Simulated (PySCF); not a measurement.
# Os⁶⁶⁺, Os⁶⁷⁺: ionisation energy in even-tempered 18s13p5d5f4g

Each state of osmium is computed at each level; their differences give the ionisation energy. How far do the methods differ?

The numbers are computed with PySCF 2.14.0 (unrestricted determinants in a Gaussian basis, no spin-orbit coupling in the energies), except any that are marked as measured or tabulated.

### Step 1. The system

* Element: osmium (Z = 76)
* Basis: an even-tempered Gaussian basis (18 s from 46 bohr⁻², ratio 2.2; 13 p from 59 bohr⁻², ratio 2.2; 5 d from 230 bohr⁻², ratio 2.4; 5 f from 350 bohr⁻², ratio 2.4; 4 g from 520 bohr⁻², ratio 2.4)
* Hamiltonian: scalar relativity by spin-free X2C-1e
* State 1: Os⁶⁶⁺: [Ne], closed-shell 1S
* State 2: Os⁶⁷⁺: [He] 2s2 2p5, 2P determinant
* Methods: UHF, LDA, PBE, PBE0, r2SCAN, PW91, PBEsol, MP2
* Core shells frozen in the correlated runs: all electrons: nothing (for Os⁶⁶⁺)

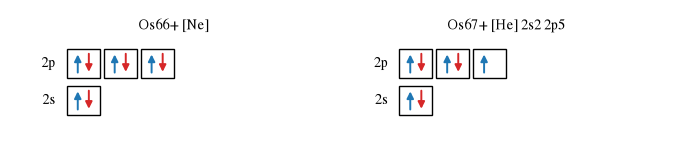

Occupation of the outer shells (arrows by Hund's rule).

One driver process ran all states and methods and kept the integrals in memory. Each run is shown as a PySCF script that sums up its settings (the driver passes frozen orbitals as a list and adds second-order terms of double hybrids); the logs are those of the runs themselves. The driver starts from symmetry-adapted Hartree-Fock orbitals, holds the occupation by maximum overlap and uses a logarithmic radial grid for functionals, so a plain start would take other cycles.

The integrals over 153 functions and the set-up took 1.3 s of CPU time.

### Step 2. Os⁶⁶⁺

**UHF**

input.py reads:

```python
from pyscf import gto, scf, dft, mp, cc
mol = gto.M(atom="Os 0 0 0", charge=66, spin=0, symmetry="D2h",
            basis=gto.etbs([(0, 18, 46, 2.2), (1, 13, 59, 2.2), (2, 5, 230, 2.4), (3, 5, 350, 2.4), (4, 4, 520, 2.4)]),
            nucmod="G")
mf = scf.UHF(mol).sfx2c1e()
mf.irrep_nelec = {'Ag': (2, 2), 'B1u': (1, 1), 'B2u': (1, 1), 'B3u': (1, 1)}
mf.kernel()
```

**LDA**

Changes to input.py:

```diff
@@ -4,3 +4,3 @@
             nucmod="G")
-mf = scf.UHF(mol).sfx2c1e()
+mf = dft.UKS(mol, xc="LDA,VWN").sfx2c1e()
 mf.irrep_nelec = {'Ag': (2, 2), 'B1u': (1, 1), 'B2u': (1, 1), 'B3u': (1, 1)}
```

**PBE**

Changes to input.py:

```diff
@@ -4,3 +4,3 @@
             nucmod="G")
-mf = dft.UKS(mol, xc="LDA,VWN").sfx2c1e()
+mf = dft.UKS(mol, xc="PBE").sfx2c1e()
 mf.irrep_nelec = {'Ag': (2, 2), 'B1u': (1, 1), 'B2u': (1, 1), 'B3u': (1, 1)}
```

**PBE0**

Changes to input.py:

```diff
@@ -4,3 +4,3 @@
             nucmod="G")
-mf = dft.UKS(mol, xc="PBE").sfx2c1e()
+mf = dft.UKS(mol, xc="PBE0").sfx2c1e()
 mf.irrep_nelec = {'Ag': (2, 2), 'B1u': (1, 1), 'B2u': (1, 1), 'B3u': (1, 1)}
```

**r2SCAN**

Changes to input.py:

```diff
@@ -4,3 +4,3 @@
             nucmod="G")
-mf = dft.UKS(mol, xc="PBE0").sfx2c1e()
+mf = dft.UKS(mol, xc="R2SCAN").sfx2c1e()
 mf.irrep_nelec = {'Ag': (2, 2), 'B1u': (1, 1), 'B2u': (1, 1), 'B3u': (1, 1)}
```

**PW91**

Changes to input.py:

```diff
@@ -4,3 +4,3 @@
             nucmod="G")
-mf = dft.UKS(mol, xc="R2SCAN").sfx2c1e()
+mf = dft.UKS(mol, xc="PW91,PW91").sfx2c1e()
 mf.irrep_nelec = {'Ag': (2, 2), 'B1u': (1, 1), 'B2u': (1, 1), 'B3u': (1, 1)}
```

**PBEsol**

Changes to input.py:

```diff
@@ -4,3 +4,3 @@
             nucmod="G")
-mf = dft.UKS(mol, xc="PW91,PW91").sfx2c1e()
+mf = dft.UKS(mol, xc="PBEsol").sfx2c1e()
 mf.irrep_nelec = {'Ag': (2, 2), 'B1u': (1, 1), 'B2u': (1, 1), 'B3u': (1, 1)}
```

**MP2 (all electrons)**

Changes to input.py:

```diff
@@ -4,4 +4,5 @@
             nucmod="G")
-mf = dft.UKS(mol, xc="PBEsol").sfx2c1e()
+mf = scf.UHF(mol).sfx2c1e()
 mf.irrep_nelec = {'Ag': (2, 2), 'B1u': (1, 1), 'B2u': (1, 1), 'B3u': (1, 1)}
 mf.kernel()
+mp.UMP2(mf, frozen=0).kernel()
```

### Step 3. Os⁶⁷⁺

**UHF**

input.py reads:

```python
from pyscf import gto, scf, dft, mp, cc
mol = gto.M(atom="Os 0 0 0", charge=67, spin=1, symmetry="D2h",
            basis=gto.etbs([(0, 18, 46, 2.2), (1, 13, 59, 2.2), (2, 5, 230, 2.4), (3, 5, 350, 2.4), (4, 4, 520, 2.4)]),
            nucmod="G")
mf = scf.UHF(mol).sfx2c1e()
mf.irrep_nelec = {'Ag': (2, 2), 'B1u': (1, 1), 'B2u': (1, 1), 'B3u': (1, 0)}
mf.kernel()
```

**LDA**

Changes to input.py:

```diff
@@ -4,3 +4,3 @@
             nucmod="G")
-mf = scf.UHF(mol).sfx2c1e()
+mf = dft.UKS(mol, xc="LDA,VWN").sfx2c1e()
 mf.irrep_nelec = {'Ag': (2, 2), 'B1u': (1, 1), 'B2u': (1, 1), 'B3u': (1, 0)}
```

**PBE**

Changes to input.py:

```diff
@@ -4,3 +4,3 @@
             nucmod="G")
-mf = dft.UKS(mol, xc="LDA,VWN").sfx2c1e()
+mf = dft.UKS(mol, xc="PBE").sfx2c1e()
 mf.irrep_nelec = {'Ag': (2, 2), 'B1u': (1, 1), 'B2u': (1, 1), 'B3u': (1, 0)}
```

**PBE0**

Changes to input.py:

```diff
@@ -4,3 +4,3 @@
             nucmod="G")
-mf = dft.UKS(mol, xc="PBE").sfx2c1e()
+mf = dft.UKS(mol, xc="PBE0").sfx2c1e()
 mf.irrep_nelec = {'Ag': (2, 2), 'B1u': (1, 1), 'B2u': (1, 1), 'B3u': (1, 0)}
```

**r2SCAN**

Changes to input.py:

```diff
@@ -4,3 +4,3 @@
             nucmod="G")
-mf = dft.UKS(mol, xc="PBE0").sfx2c1e()
+mf = dft.UKS(mol, xc="R2SCAN").sfx2c1e()
 mf.irrep_nelec = {'Ag': (2, 2), 'B1u': (1, 1), 'B2u': (1, 1), 'B3u': (1, 0)}
```

**PW91**

Changes to input.py:

```diff
@@ -4,3 +4,3 @@
             nucmod="G")
-mf = dft.UKS(mol, xc="R2SCAN").sfx2c1e()
+mf = dft.UKS(mol, xc="PW91,PW91").sfx2c1e()
 mf.irrep_nelec = {'Ag': (2, 2), 'B1u': (1, 1), 'B2u': (1, 1), 'B3u': (1, 0)}
```

**PBEsol**

Changes to input.py:

```diff
@@ -4,3 +4,3 @@
             nucmod="G")
-mf = dft.UKS(mol, xc="PW91,PW91").sfx2c1e()
+mf = dft.UKS(mol, xc="PBEsol").sfx2c1e()
 mf.irrep_nelec = {'Ag': (2, 2), 'B1u': (1, 1), 'B2u': (1, 1), 'B3u': (1, 0)}
```

**MP2 (all electrons)**

Changes to input.py:

```diff
@@ -4,4 +4,5 @@
             nucmod="G")
-mf = dft.UKS(mol, xc="PBEsol").sfx2c1e()
+mf = scf.UHF(mol).sfx2c1e()
 mf.irrep_nelec = {'Ag': (2, 2), 'B1u': (1, 1), 'B2u': (1, 1), 'B3u': (1, 0)}
 mf.kernel()
+mp.UMP2(mf, frozen=0).kernel()
```

Q: Predict the outcome of this session.

**Answer**, as computed:

```
                quantity                                                              value
ionisation energy, Os⁶⁶⁺  UHF 17056.1, MP2 (all electrons) 17058.0 eV; reference 16560 ± 40
```

The methods span 9.129 eV, from PBEsol (17048.9) to MP2 (all electrons) (17058.0). The reference is uncertain or not like for like (spin-orbit coupling or other relativistic terms), so no ranking of close methods is drawn. All values hold for this basis alone; no basis-set limit was taken.
